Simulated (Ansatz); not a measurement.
# AlClH5NOSi: the cost of one run

Method: RKS PBE-D4/6-31G, in Ansatz 0.2.0.

### 1 The system as given

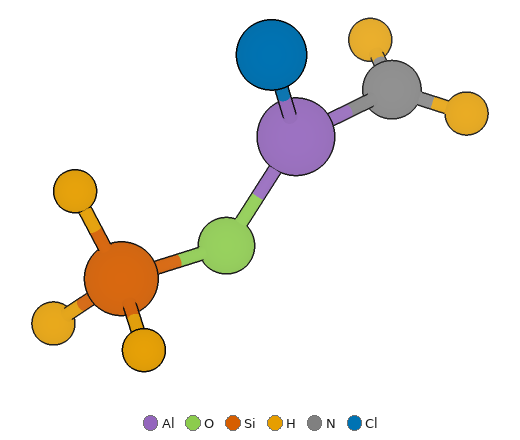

The starting structure, seen from a free direction (aluminium purple, oxygen green, silicon orange, hydrogen amber, nitrogen grey, chlorine blue).

Coordinates:

```xyz
10

Al    0.0000    0.0000    0.0000
O     0.0000    0.0000    1.7800
Si   -1.3147   -0.4067    2.7436
H    -2.2390   -1.2403    1.9804
H    -0.8506   -1.1432    3.9157
H    -1.9987    0.8095    3.1733
N     1.6627    0.0000   -0.9600
H     2.1293   -0.9179   -1.2118
H     2.1141    0.9179   -1.2382
Cl   -1.9312    0.0000   -1.1150
```

### 2 Preparing the start

The input, input.yaml:

```yaml
crystal:
  periodic: [false, false, false]
  atoms:
    - { symbol: Al, position_ang: [0.0, 0.0, 0.0] }
    - { symbol: O, position_ang: [0.0, 0.0, 1.78] }
    - { symbol: Si, position_ang: [-1.3147, -0.4067, 2.7436] }
    - { symbol: H, position_ang: [-2.239, -1.2403, 1.9804] }
    - { symbol: H, position_ang: [-0.8506, -1.1432, 3.9157] }
    - { symbol: H, position_ang: [-1.9987, 0.8095, 3.1733] }
    - { symbol: "N", position_ang: [1.6627, 0.0, -0.96] }
    - { symbol: H, position_ang: [2.1293, -0.9179, -1.2118] }
    - { symbol: H, position_ang: [2.1141, 0.9179, -1.2382] }
    - { symbol: Cl, position_ang: [-1.9312, 0.0, -1.115] }
basis:
  gaussian: { orbitals: "6-31G" }
hamiltonian:
  xc: pbe
  dispersion: d4
relax:
  f_tol: 0.02
  max_steps: 40
```

Run with:

```sh
ansatz run input.yaml --threads 1 --pin off --max-ram 2048MiB --backend cpu --events-out ev --progress --plain --runs-dir out
```

**Question.** How long does this run take on 1 thread of Arm Neoverse V1, shared host, and how much memory does it need?

About 66 s, with a peak of 0.19 GiB.
